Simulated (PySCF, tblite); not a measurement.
# C4H2N2+ (doublet): geometry, infrared bands and EPR parameters

What infrared bands and EPR parameters should C4H2N2+ (doublet) (`[H]/N=C(/[C]=[CH+])C#N`) show?

Programs: tblite 0.8.0 and PySCF 2.14.0, with density-fitted response routines of our own. Each step states its level of theory. These are calculated values for one molecule in the gas phase, unless marked as measured. Atoms count from 0, in the outputs and in this text.

## 1. The molecule as given

8 atoms, charge 1, multiplicity 2; geometry from: force field or distance geometry start.

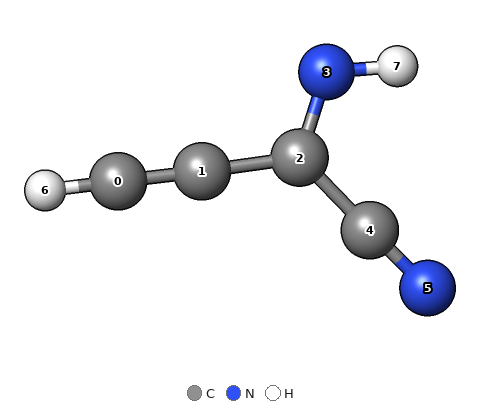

The starting geometry (carbon grey, nitrogen blue, hydrogen white), atoms numbered.

## 2. Relaxing the molecule with GFN2-xTB

The job: settings as JSON, then the geometry in Å.

```
{"job": {"kind": "relax", "xc": "GFN2-xTB", "basis": "xTB"}, "charge": 1, "multiplicity": 2}
C      2.213400     0.283100     0.191400
C      1.018100     0.084800     0.111400
C     -0.376000    -0.168400     0.039700
N     -0.777400    -1.227700     0.633700
C     -1.363800     0.646500    -0.632400
N     -2.174900     1.287600    -1.181100
H      3.254900     0.461300     0.258200
H     -1.785300    -1.357700     0.554500
```

Launch:

```bash
$ OMP_NUM_THREADS=1 python probes_run.py task.json out
```

The driver reads the jobs from task.json and runs them one after another.

Output:

```text
step      E/eV     max force
  0    -400.39744    4.220
  1    -400.08229   14.841
  2    -400.62637    1.680
  3    -400.67067    1.447
  4    -400.73566    0.779
  5    -400.77675    2.001
  6    -400.78493    1.842
  7    -400.80318    0.258
  8    -400.80681    0.212
  9    -400.82371    0.673
 10    -400.83093    0.582
 11    -400.84081    0.300
 12    -400.84767    0.377
 13    -400.85765    0.506
 14    -400.86766    0.475
 15    -400.87569    0.482
 16    -400.88573    0.418
 17    -400.89217    0.227
 18    -400.89617    0.191
 19    -400.89801    0.343
 20    -400.89907    0.184
 21    -400.90010    0.139
 22    -400.90140    0.111
 23    -400.90202    0.072
 24    -400.90254    0.100
 25    -400.90313    0.160
 26    -400.90424    0.219
 27    -400.90601    0.253
 28    -400.90790    0.189
 29    -400.90888    0.044
 30    -400.90902    0.024
 31    -400.90903    0.023
 32    -400.90906    0.025
 33    -400.90910    0.033
 34    -400.90912    0.016
 35    -400.90913    0.006
```

Run time: 0.11 s. Hardware: 1 thread of Arm Neoverse V2, shared host.

Step by step: (not every step is listed) (the energy doesn't fall at every step)

```
step  energy from step 0 (eV)  largest force (eV/Å)
   0                   0.0000                4.2198
   1                   0.3152               14.8413
   2                  -0.2289                1.6803
   3                  -0.2732                1.4468
   4                  -0.3382                0.7790
   5                  -0.3793                2.0010
   6                  -0.3875                1.8422
   7                  -0.4057                0.2582
   8                  -0.4094                0.2123
  10                  -0.4335                0.5825
  12                  -0.4502                0.3773
  14                  -0.4702                0.4753
  16                  -0.4883                0.4180
  18                  -0.4987                0.1912
  20                  -0.5016                0.1843
  22                  -0.5040                0.1113
  24                  -0.5051                0.1004
  26                  -0.5068                0.2192
  28                  -0.5105                0.1890
  30                  -0.5116                0.0236
  31                  -0.5116                0.0230
  32                  -0.5116                0.0255
  33                  -0.5117                0.0333
  34                  -0.5117                0.0162
  35                  -0.5117                0.0058
```

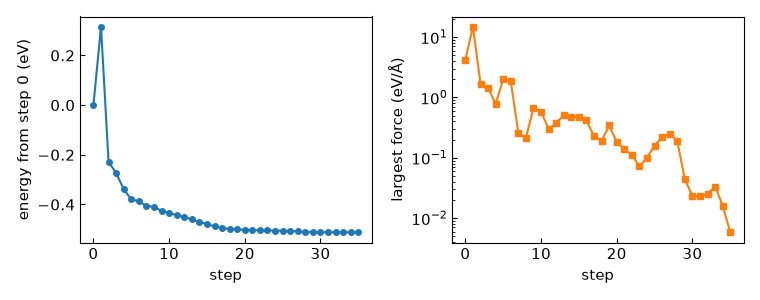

Energy and largest force along the relaxation.

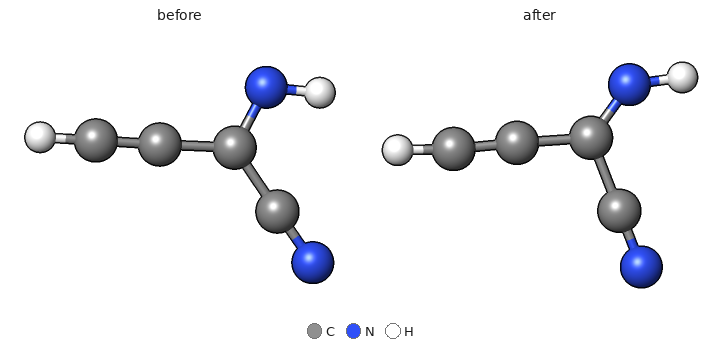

The geometry before (left) and after (right).

Close pairs (by a distance rule), those that changed most:

```
 bond  before (Å)  after (Å)  change (Å)
C2–N3       1.279      1.235      -0.044
C4–N5       1.170      1.134      -0.037
C2–C4       1.446      1.470      +0.024
C1–C2       1.419      1.406      -0.013
N3–H7       1.019      1.011      -0.008
C0–C1       1.214      1.209      -0.006
C0–H6       1.059      1.060      +0.001
```

The end geometry stands in the next job.

## 3. Infrared spectrum with GFN2-xTB

The job: settings as JSON, then the geometry in Å.

```
{"job": {"kind": "ir", "xc": "GFN2-xTB", "basis": "xTB"}, "charge": 1, "multiplicity": 2}
C      2.101781     0.404752     0.096913
C      0.945821     0.052661     0.123453
C     -0.408251    -0.324394     0.132683
N     -0.957362    -1.299956     0.653520
C     -1.155697     0.686742    -0.628686
N     -1.736342     1.464172    -1.215313
H      3.132891     0.650195     0.116184
H     -1.913786    -1.624760     0.696682
```

Output:

```text
mode    cm-1     km/mol
  1     117.8      1.64
  2     215.8      1.17
  3     232.8     12.53
  4     312.5     25.62
  5     446.9      1.65
  6     466.8     15.42
  7     584.8      0.15
  8     662.0    146.59
  9     673.8     32.77
 10     705.7      2.72
 11     756.0    223.53
 12     768.5     50.44
 13    1060.2     34.75
 14    1751.4     29.10
 15    2170.6    283.04
 16    2397.2     67.00
 17    3269.1    243.51
 18    3391.6    282.78
```

Run time: 0.1 s. Hardware: 1 thread of Arm Neoverse V2, shared host.

Which atoms move in the most intense modes:

```
cm⁻¹  km/mol                               atoms
 662   146.6                    H7 73 %, N3 10 %
 756   223.5                    H7 62 %, N3 21 %
 768    50.4  N3 22 %, C0 17 %, C2 15 %, H7 11 %
1060    34.8                    C2 69 %, C0 12 %
2171   283.0                    C1 59 %, C0 31 %
2397    67.0                    C4 57 %, N5 42 %
3269   243.5                    H6 86 %, C0 13 %
3392   282.8                             H7 93 %
```

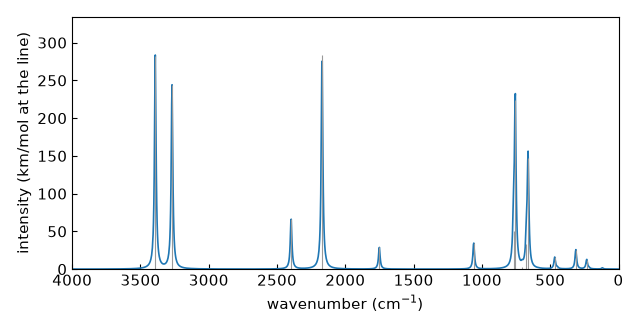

The infrared spectrum from these modes, unscaled. Lines are broadened to a width of 14 cm⁻¹ (Lorentzian).

## 4. g tensor and hyperfine couplings: B3LYP/pcH-1

The job, as its differences from that of step 3:

```diff
@@ -1,2 +1,2 @@
-{"job": {"kind": "ir", "xc": "GFN2-xTB", "basis": "xTB"}, "charge": 1, "multiplicity": 2}
+{"job": {"kind": "epr", "basis": "pcH-1"}, "charge": 1, "multiplicity": 2}
 C      2.101781     0.404752     0.096913
```

Method: UKS B3LYP, pcH-1 on C H N, non-relativistic, mean-field spin-orbit, GIAO.

Output:

```text
UKS, coarse grid
  cycle   1  E = -262.48778629  |g| = 4.92e-01
  cycle   2  E = -260.80966118  |g| = 1.76e+00
  cycle   3  E = -262.60061160  |g| = 2.17e-01
  cycle   4  E = -262.61937916  |g| = 1.10e-01
  cycle   5  E = -262.62356782  |g| = 6.21e-02
  cycle   6  E = -262.62533167  |g| = 1.56e-02
  cycle   7  E = -262.62553498  |g| = 7.68e-03
  cycle   8  E = -262.62559737  |g| = 4.57e-03
  cycle   9  E = -262.62562571  |g| = 2.61e-03
  cycle  10  E = -262.62563898  |g| = 1.20e-03
  cycle  11  E = -262.62564473  |g| = 5.49e-04
UKS, final grid
  cycle   1  E = -262.62563898  |g| = 1.02e-03
  cycle   2  E = -262.62563594  |g| = 2.81e-03
  cycle   3  E = -262.62563996  |g| = 2.95e-04
  cycle   4  E = -262.62564006  |g| = 1.38e-04
  cycle   5  E = -262.62564022  |g| = 1.56e-04
  cycle   6  E = -262.62564029  |g| = 4.35e-05
  cycle   7  E = -262.62564029  |g| = 2.07e-05
E = -262.62564029 Eh   <S^2> = 0.7622 (exact 0.7500)
g shifts (ppm)      1          2          3
  rmc          -240       -240       -240
  gc              8          6         38
  oz_so         253       1323       7740
  total          21       1089       7538
hyperfine (MHz)  atom isotope    a_iso     a_fc   dipolar eigenvalues
    0   13C       0.77       0.77     -7.93      0.80      7.13
    1   13C      65.52      65.52     -3.17     -2.35      5.52
    2   13C     -15.77     -15.77    -17.20     -1.31     18.51
    3   14N     131.05     131.05    -44.89    -32.47     77.36
    4   13C      93.35      93.35    -12.46     -9.35     21.81
    5   14N      -1.31      -1.31     -5.24     -3.15      8.39
    6    1H       6.06       6.06     -0.68     -0.41      1.09
    7    1H      54.25      54.25    -44.76    -21.77     66.53
```

It took 22 s on 1 thread of Arm Neoverse V2, shared host; peak memory 0.59 GiB.

Principal g values 2.00234, 2.00341, 2.00986; g(iso) = 2.00520, against 2.00232 for a free electron.

Hyperfine couplings, nucleus by nucleus at this fixed geometry (no averaging over rotations):

```
nuclei  isotope  a(iso) (MHz)  a(iso) (G, at g = 2.0023)  largest dipolar term (MHz)
    N3      14N         131.0                       46.8                        77.4
    C4      13C          93.4                       33.3                        21.8
    C1      13C          65.5                       23.4                         5.5
    H7       1H          54.3                       19.4                        66.5
    C2      13C         -15.8                       -5.6                        18.5
    H6       1H           6.1                        2.2                         1.1
    N5      14N          -1.3                       -0.5                         8.4
    C0      13C           0.8                        0.3                        -7.9
```

Mulliken spin populations:

```
atom  value (e)
  C0      -0.06
  C1       0.07
  C2      -0.10
  N3       0.95
  C4       0.09
  N5       0.03
  H6       0.00
  H7       0.01
```

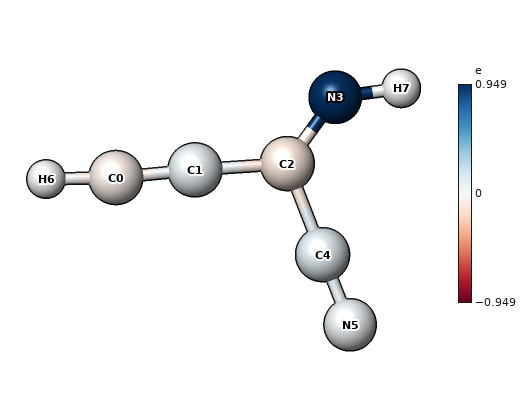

Mulliken spin populations, as colours on the atoms.

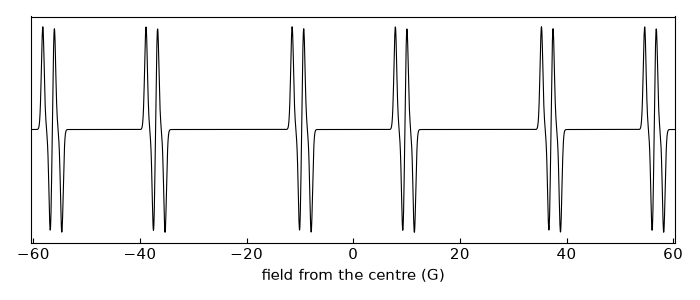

First-order isotropic spectrum (first derivative, main isotopes with spin only, couplings over 0.8 MHz, Gaussian width 0.3 G; couplings of the frozen geometry, rotation of groups not averaged beyond the rows shown).

The fields below are evaluated on a grid from the run's orbitals.

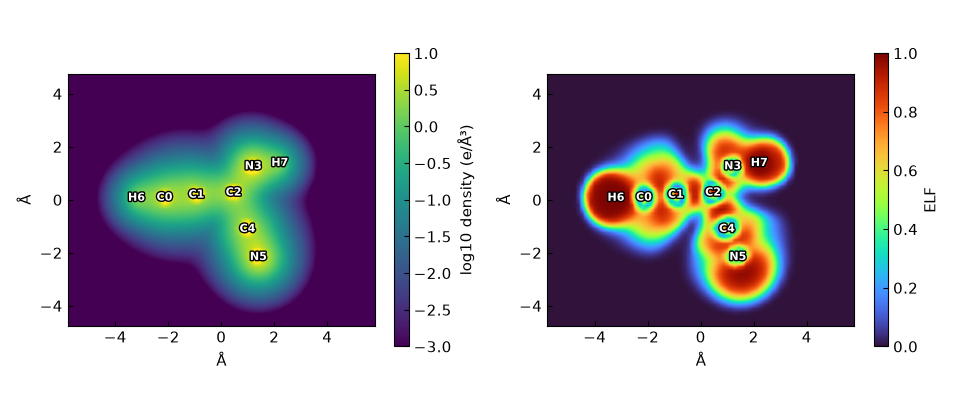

Density (left) and ELF (right) in a plane through or near 8 of the atoms.

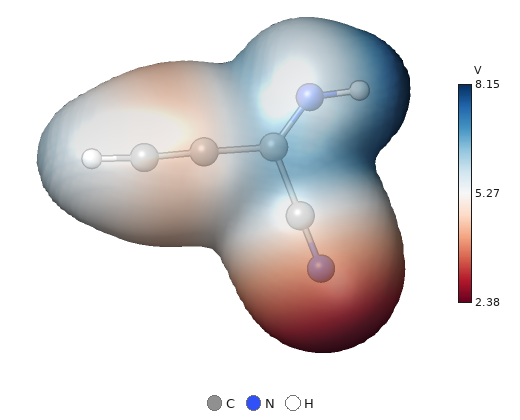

The potential that a unit positive charge feels on the 0.002 e/bohr³ surface, from 2.38 V near N5 to 8.15 V near H7.

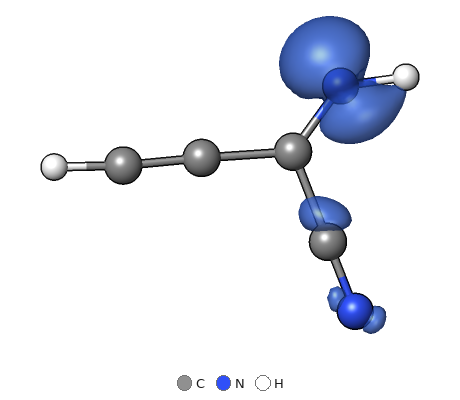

Spin density at ±0.09 e/Å³ (alpha excess blue, beta excess red).

## 5. Outcome

```
                                 quantity                  value
strongest single infrared mode (GFN2-xTB)  2171 cm⁻¹, 283 km/mol
             zero-point energy (GFN2-xTB)          28.6 kcal/mol
                           g(iso) (B3LYP)                2.00520
                                     ⟨S²⟩     0.762 (exact 0.75)
                           largest a(iso)   14N on N3, 131.0 MHz
```

In words: The optimisation took 35 steps and gained 0.512 eV; among the close pairs (by a distance rule), C2–N3 changed most, from 1.279 to 1.235 Å. No mode is imaginary among the 18: a minimum at this level. The strongest single mode, at 2171 cm⁻¹, moves mainly C1 and C0. Unscaled tight-binding wavenumbers are off by several per cent, some by more. Its intensities can rank the bands wrongly. Most of the unpaired spin sits on N3 (0.95 e). The isotropic g lies 2.9 ppt above the free-electron value.
